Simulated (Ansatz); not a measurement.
Ge2H6ClF: several calculations on one system

## 1. Relaxation

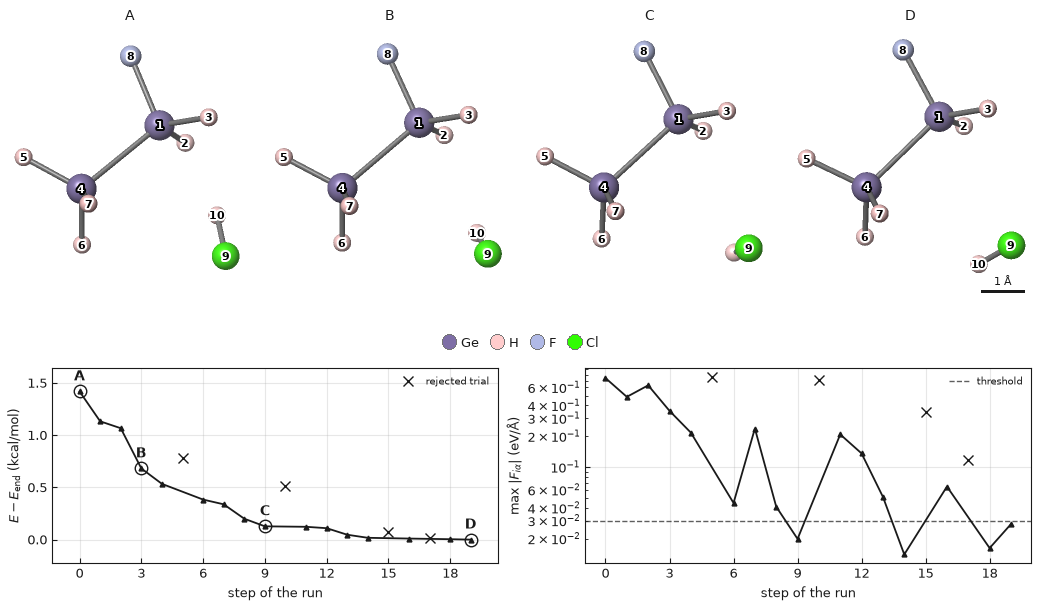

Frames of a relaxation of Ge2H6ClF, marked on the history of the run. A ball-and-stick model, seen at a tilt.

The run prepares an end point of a later path (reaction) calculation, from a guessed geometry.

Computed with Ansatz, RKS PBE-D4/def2-SVP.

The input:
```yaml
crystal:
  periodic: [false, false, false]
  atoms:
    - { symbol: Ge, position_ang: [-0.089737, -0.04959, -0.040321] }
    - { symbol: H, position_ang: [-0.07726, -0.09487, 1.515511] }
    - { symbol: H, position_ang: [1.354722, -0.251146, -0.569799] }
    - { symbol: Ge, position_ang: [-1.278306, 1.9055, -0.904898] }
    - { symbol: H, position_ang: [-2.66163, 1.450849, -1.436591] }
    - { symbol: H, position_ang: [-1.476732, 2.954645, 0.216043] }
    - { symbol: H, position_ang: [-0.464426, 2.530065, -2.067236] }
    - { symbol: F, position_ang: [-0.987216, -1.499017, -0.511097] }
    - { symbol: Cl, position_ang: [1.550634, 2.471963, 1.589598] }
    - { symbol: H, position_ang: [0.878952, 1.4092, 2.056089] }
basis:
  gaussian: { orbitals: def2-SVP }
hamiltonian:
  xc: pbe
  dispersion: d4
relax:
  f_tol: 0.03
  max_steps: 50
```

Launched with:
```bash
ansatz run input.yaml --threads 4 --pin off --max-ram 5120MiB --backend cpu --events-out ev --progress --plain --runs-dir out
```

> What happens along the run?

The largest move after the best rigid fit is that of H10, 1.24 Å. By element the largest moves are H 1.24 Å, Cl 0.39 Å, F 0.28 Å, Ge 0.20 Å. Some distances before and after: Cl9–H10 1.341 → 1.299 Å, Ge1–F8 1.769 → 1.773 Å. Among the angles between lasting bonds that change: Ge4–Ge1–F8 108.3° → 105.8°, H2–Ge1–H3 109.3° → 111.6°. Over 15 accepted moves (19 points after the start) the energy falls by 1.42 kcal/mol. Largest force component: 0.74 eV/Å at the start, 0.028 eV/Å at the end. The line search rejected the trial steps at points 5, 10, 15, 17 of the run. The forces were under the threshold at step 9, but the run went on from there. From step 0 to 3: H10 moves most (0.42 Å), energy −0.74 kcal/mol. From step 3 to 9: H10 moves most (0.46 Å), energy −0.55 kcal/mol. From step 9 to 19: H10 moves most (0.50 Å), energy −0.13 kcal/mol.

```
step  E − E(0), kcal/mol  largest force component, eV/Å      note
   0                0.00                         0.7405          
   1               -0.29                         0.4850          
   2               -0.35                         0.6287          
   3               -0.74                         0.3540          
   4               -0.88                         0.2167          
   5               -0.64                         0.7645  rejected
   6               -1.04                         0.0445          
   7               -1.08                         0.2377          
   8               -1.22                         0.0409          
   9               -1.29                         0.0198          
  10               -0.91                         0.7092  rejected
  11               -1.30                         0.2082          
  12               -1.31                         0.1358          
  13               -1.37                         0.0510          
  14               -1.40                         0.0140          
  15               -1.34                         0.3455  rejected
  16               -1.41                         0.0644          
  17               -1.41                         0.1166  rejected
  18               -1.41                         0.0161          
  19               -1.42                         0.0277
```

## 2. Relaxation

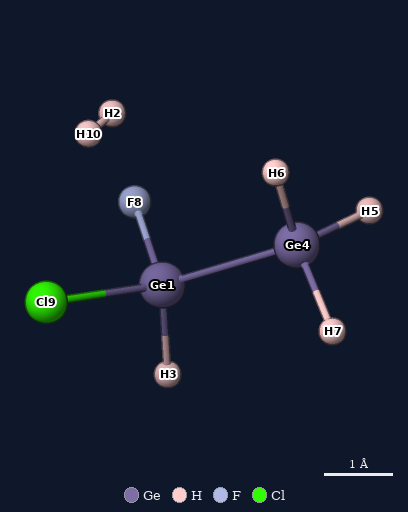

Starting structure of Ge$_{2}$H$_{6}$ClF. The picture is a ball-and-stick view, seen at a tilt.

The run prepares an end point of a later path (reaction) calculation, from a guessed geometry.

Level of theory: Ansatz 0.2.0, RKS PBE-D4/def2-SVP.

Input
```yaml
crystal:
  periodic: [false, false, false]
  atoms:
    - { symbol: Ge, position_ang: [0.490931, 0.362012, -0.397851] }
    - { symbol: H, position_ang: [-0.638163, 0.477856, 2.116364] }
    - { symbol: H, position_ang: [1.266986, -0.172232, -1.637084] }
    - { symbol: Ge, position_ang: [-1.26005, 2.002963, -0.864676] }
    - { symbol: H, position_ang: [-2.473317, 1.259487, -1.472008] }
    - { symbol: H, position_ang: [-1.673764, 2.750333, 0.41813] }
    - { symbol: H, position_ang: [-0.712823, 3.013314, -1.903596] }
    - { symbol: F, position_ang: [-0.150996, -1.075932, 0.387711] }
    - { symbol: Cl, position_ang: [2.031044, 1.250069, 0.912881] }
    - { symbol: H, position_ang: [-0.130847, 0.95973, 2.287429] }
basis:
  gaussian: { orbitals: def2-SVP }
hamiltonian:
  xc: pbe
  dispersion: d4
relax:
  f_tol: 0.03
  max_steps: 50
```

Launched with:
```bash
ansatz run input.yaml --threads 4 --pin off --max-ram 5120MiB --backend cpu --events-out ev --progress --plain --runs-dir out
```

Where does the relaxation end?

The largest move after the best rigid fit is that of H10, 1.91 Å. Largest moves by element: H 1.91 Å, Cl 1.36 Å, F 1.07 Å, Ge 0.40 Å. Some distances before and after: H2–H10 0.720 → 0.770 Å, Ge1–Cl9 2.209 → 2.179 Å, Ge1–F8 1.760 → 1.770 Å, Ge1–Ge4 2.445 → 2.439 Å. Bond angles that change, for instance: H3–Ge1–Ge4 115.8° → 120.8°, Ge4–Ge1–F8 111.9° → 108.3°, Ge1–Ge4–H6 111.0° → 107.9°. The energy falls by 0.222 eV in 31 accepted moves (37 points after the start). The largest force component goes from 1.4 to 0.0088 eV/Å. The line search rejected the trial steps at points 4, 10, 16, 17, 24, 27 of the run. The forces were under the threshold at step 33, but the run went on from there. The run took 18 s on 4 threads of AMD EPYC 9R45 96-Core Processor (Zen 5), on a shared host, peak memory 0.22 GiB.

Final geometry:

```xyz
10

Ge    0.8333    0.4902   -0.5675
H    -1.3026    0.1132    2.0912
H     1.1156   -0.5237   -1.7104
Ge   -1.0270    2.0596   -0.7232
H    -2.3636    1.2865   -0.8214
H    -1.0013    2.9537    0.5355
H    -0.8150    2.9165   -1.9955
F     0.6048   -0.4993    0.8816
Cl    2.6583    1.6311   -0.2290
H    -1.9534    0.3998    2.3859
```

The end point in the same view:

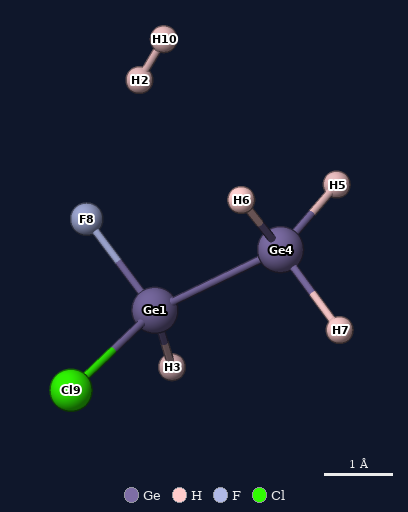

Limits of the set-up: the start holds two separate molecules, 2.4 Å apart at their closest, whose relative position is a soft coordinate.

## 3. Path

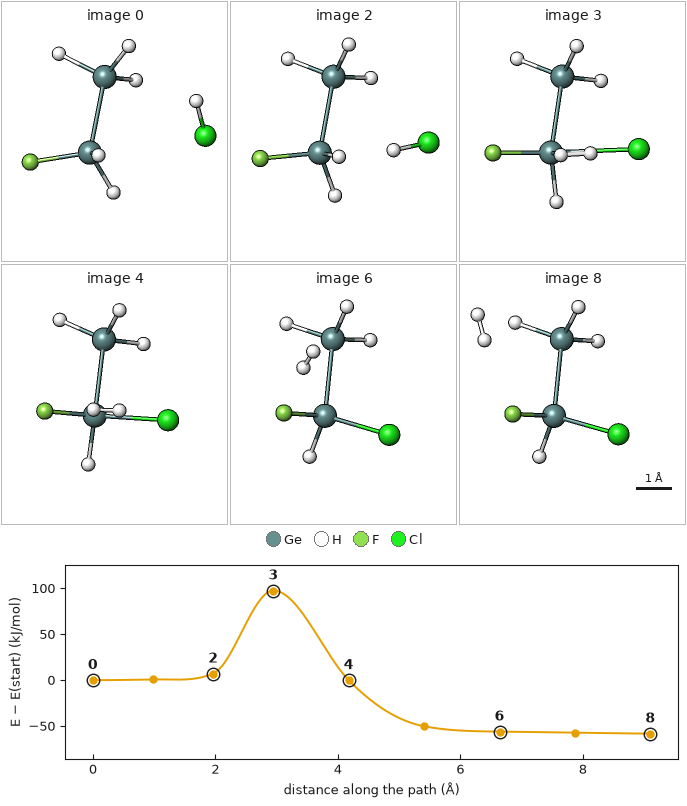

A search for the minimum-energy path of Ge₂H₆ClF, made up at the start of Ge₂H₅F and HCl by the nudged elastic band. Images are numbered from 0 (start) to 8 (end). The picture is a ball-and-stick view, seen at a tilt.

Level of theory: Ansatz 0.2.0, RKS PBE-D4/def2-SVP. Run with 7 movable images; climbing image; force threshold 0.05 eV/Å; iteration limit 60; starting path through a guess of the saddle point.

Question: Read off the barrier and say what moves.

Answer: The energy climbs by 97.6 kJ/mol to image 3 and then falls by 155.8 kJ/mol, so the end point sits at −58.3 kJ/mol. Breaking: Cl–H (1.30 → 5.44 Å), Ge–H (1.55 → 3.43 Å). Forming: Cl–Ge (3.44 → 2.18 Å), H–H (3.29 → 0.77 Å). The band converged in 31 iterations. The largest component of the band force went from 32 to 0.046 eV/Å. The climbing image converged on the top of the path. Its vibrational analysis gives one imaginary mode (682i cm⁻¹), as a transition state must have.

Limits of the set-up: the start holds two separate molecules, 2.8 Å apart at their closest, whose relative position is a soft coordinate.

The run took 97 s on 4 threads of AMD EPYC 9R45 96-Core Processor (Zen 5), on a shared host, peak memory 0.23 GiB.
